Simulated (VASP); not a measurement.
Band structure of WS (relaxed from the CsCl type structure, space group Pm-3m). Method: PBE GGA, VASP's PBE PAW potentials (set 64) (plane waves; VASP).

Unless said otherwise, spin-orbit coupling is left out, though it shifts the bands of the heavy elements here.

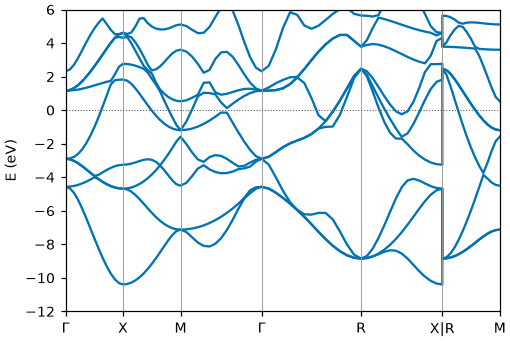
*Bands along high-symmetry lines, zero at the valence-band maximum or, without a gap, the Fermi level*

### Question
Read the plot: is there a gap, and where are the band edges?

### Answer
It has no gap at this level: it comes out as a metal or semimetal. (Edges off the drawn lines would not show.)

The structure was generated: WS was put into the CsCl type type (Pm-3m), which need not be its known phase. It was relaxed first, which changed the volume by -35 %.
